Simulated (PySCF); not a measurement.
# C3H7FSeSi: electronic excitations

Aim: predict the electronic excitations of C3H7FSeSi (`F[C@H]1CC[SiH2][Se]1`).

The runs use PySCF 2.14.0, with density-fitted response routines of our own; the level of theory stands in each step. All values are computed, except where a source is named. Atoms count from 0, in the outputs and in this text.

## (1) Starting geometry

13 atoms, charge 0, multiplicity 1; geometry from: GFN2-xTB.

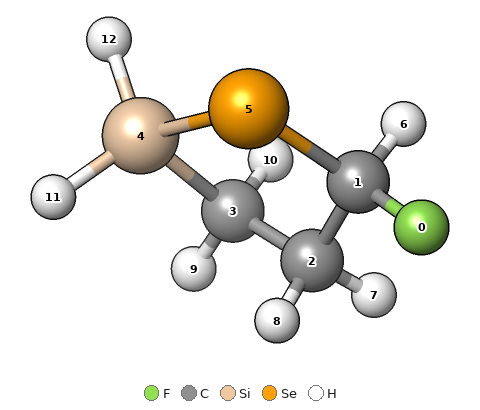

As it starts; fluorine green, carbon grey, silicon light orange, selenium orange, hydrogen white, atoms numbered; sticks join atoms by distance.

## (2) Excited states and response: CAM-B3LYP/def2-SVPD

What the job is given:

```
{"job": {"kind": "uv", "xc": "CAM-B3LYP", "basis": "def2-SVPD", "nstates": 8, "ntriplets": 3}, "charge": 0, "multiplicity": 1}
F     -1.895126     0.959787     1.735248
C     -0.702005     0.546646     1.228450
C     -0.903572    -0.578710     0.230883
C      0.413511    -0.932042    -0.442298
Si     1.192937     0.685505    -1.097450
Se     0.179170     2.115446     0.356969
H     -0.078726     0.250424     2.081803
H     -1.326028    -1.437347     0.761057
H     -1.636028    -0.249804    -0.511128
H      0.245834    -1.654835    -1.237615
H      1.080527    -1.400142     0.283073
H      0.781184     0.986764    -2.466903
H      2.643934     0.708795    -0.939818
```

Method: TDDFT CAM-B3LYP/def2-SVPD, vertical, gas phase, core orbitals frozen in the response.

The run is started by

```bash
$ OMP_NUM_THREADS=1 python probes_run.py task.json out
```

The driver reads the jobs from task.json and runs them one after another.

Log:

```text
coarse grid: 51888 points
cycle   1  E = -2908.8766538713  dE = -1.818e-01  |g| = 5.510e-01  |ddm| = 4.562e+00
cycle   2  E = -2908.8657590638  dE =  1.089e-02  |g| = 6.619e-01  |ddm| = 1.352e+00
cycle   3  E = -2908.9449070313  dE = -7.915e-02  |g| = 6.889e-02  |ddm| = 6.650e-01
cycle   4  E = -2908.9457498975  dE = -8.429e-04  |g| = 2.426e-02  |ddm| = 1.172e-01
cycle   5  E = -2908.9458928795  dE = -1.430e-04  |g| = 8.644e-03  |ddm| = 4.208e-02
cycle   6  E = -2908.9459087316  dE = -1.585e-05  |g| = 1.341e-03  |ddm| = 1.269e-02
cycle   7  E = -2908.9459094496  dE = -7.180e-07  |g| = 6.130e-04  |ddm| = 3.993e-03
final grid: 107832 points
cycle   8  E = -2908.9459212435  dE = -9.017e-08  |g| = 5.602e-04  |ddm| = 4.466e-03
cycle   9  E = -2908.9459212356  dE =  7.809e-09  |g| = 6.251e-04  |ddm| = 1.786e-03
cycle  10  E = -2908.9459213364  dE = -1.007e-07  |g| = 3.857e-05  |ddm| = 8.199e-04
cycle  11  E = -2908.9459213369  dE = -5.648e-10  |g| = 1.679e-05  |ddm| = 1.031e-04
converged SCF energy = -2908.9459213369

Static polarisability (au): isotropic 87.322, principal 72.880 92.598 96.488

Singlet excitations
state   eV       nm        f      main configurations
  1   4.8051    258.0   0.00037   H->L 0.74, H->L+1 0.15
  2   5.5249    224.4   0.01358   H->L+1 0.74, H->L 0.15
  3   6.2472    198.5   0.02764   H->L+2 0.84
  4   6.7674    183.2   0.03807   H->L+3 0.76, H-1->L 0.09
  5   6.9183    179.2   0.01357   H-1->L 0.73, H->L+3 0.11
  6   7.1153    174.3   0.00377   H->L+4 0.69, H->L+6 0.15
  7   7.2905    170.1   0.00325   H->L+5 0.34, H->L+4 0.24, H->L+6 0.21
  8   7.3482    168.7   0.01423   H->L+8 0.36, H-1->L+1 0.19, H->L+5 0.14

Triplet excitations (Tamm-Dancoff, eV): 4.3529 5.1656 6.0567
```

Run time: 58 s. Hardware: 1 thread of Arm Neoverse V1, shared host; peak memory 0.93 GiB.

Frontier orbitals and where they lie:

| orbital | eV | atoms |
| --- | --- | --- |
| HOMO−3 | -10.64 | Si4 25 %, C3 24 %, C2 12 % |
| HOMO−2 | -10.26 | Se5 32 %, C1 19 %, F0 17 % |
| HOMO−1 | -9.81 | Se5 57 %, Si4 15 %, C3 12 % |
| HOMO | -7.95 | Se5 73 %, Si4 10 %, C1 8 % |
| LUMO | 0.50 | Se5 47 %, Si4 15 %, C1 12 % |
| LUMO+1 | 0.73 | Se5 33 %, Si4 28 %, H12 8 % |
| LUMO+2 | 1.10 | Se5 27 %, Si4 21 %, C3 9 % |

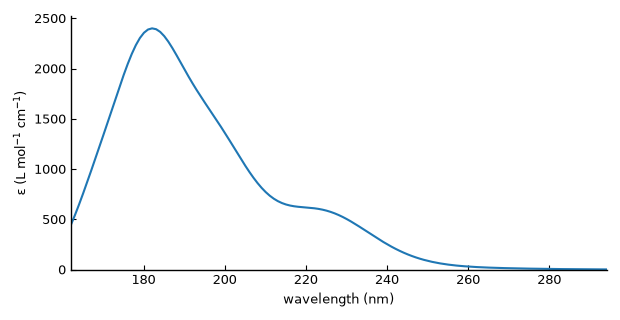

Absorption spectrum: each of the 8 states is a Gaussian band of 0.4 eV half-width at 1/e. Beyond the last state computed it falls off for lack of states.

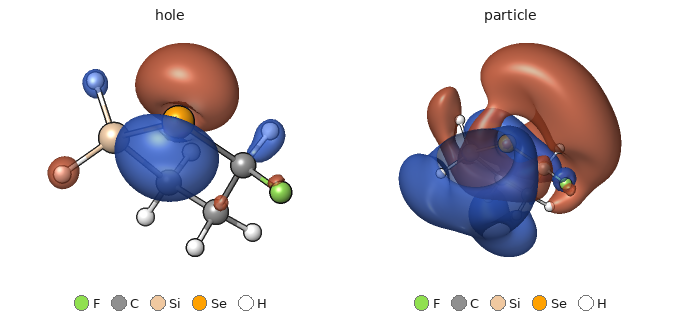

Leading natural transition orbitals of singlet state 4: the electron leaves the hole (left) for the particle orbital (right).

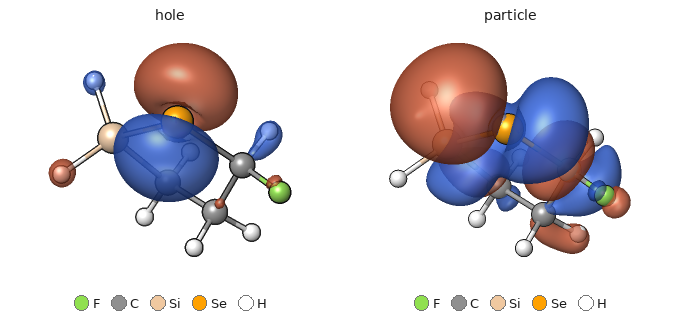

Leading natural transition orbitals of singlet state 1: the electron leaves the hole (left) for the particle orbital (right).

Ground-state properties from the same run:

| property | computed |
| --- | --- |
| dipole moment (D) | 3.06 |
| polarisability (Å³) | 12.94 |
| HOMO–LUMO gap (eV) | 8.46 |
| −ε(HOMO) (eV) | 7.95 |

The fields below are evaluated on a grid from the run's orbitals.

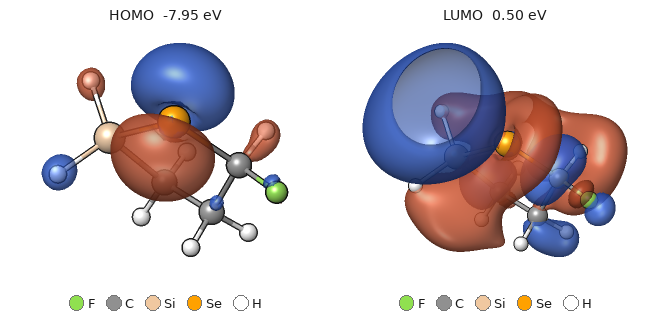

CAM-B3LYP/def2-SVPD orbitals near the gap, drawn at the value that encloses 70 % of each; the two colours are the two signs. The LUMO is diffuse and is cut off by the edge of the grid.

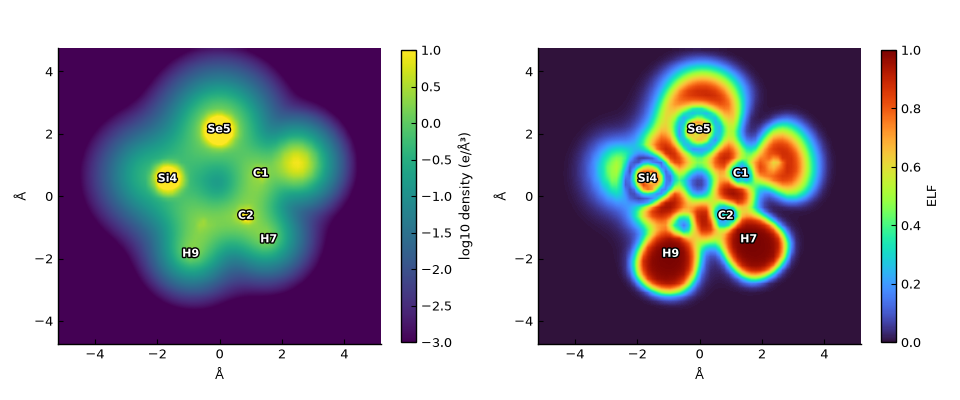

Density (left) and ELF (right) in a plane through or near 6 of the atoms.

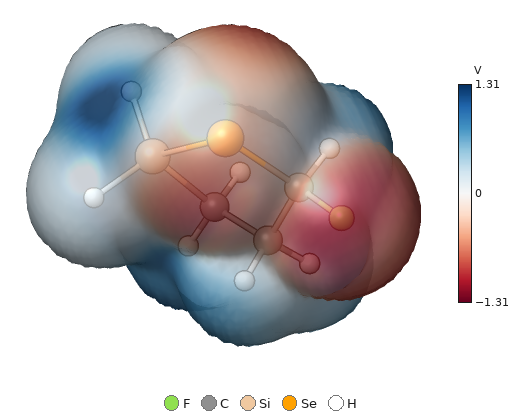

The potential that a unit positive charge feels on the 0.002 e/bohr³ surface, from -0.97 V near F0 to 1.31 V near H12.

## (3) What came out

```
                                quantity                        value
    lowest singlet (CAM-B3LYP/def2-SVPD)  4.81 eV (258 nm), f = 0.000
brightest single state of those computed  state 4, 6.77 eV, f = 0.038
                          lowest triplet                      4.35 eV
   surface potential, least and greatest           -0.97 V and 1.31 V
```

What this shows: The first singlet state (HOMO→LUMO 0.74, HOMO→LUMO+1 0.15) lies at 4.81 eV and is dark; of the 8 states computed, the strongest absorption comes from state 4 at 6.77 eV. The lowest triplet lies 0.45 eV below the lowest singlet (triplets in Tamm-Dancoff, singlets in full TDDFT).
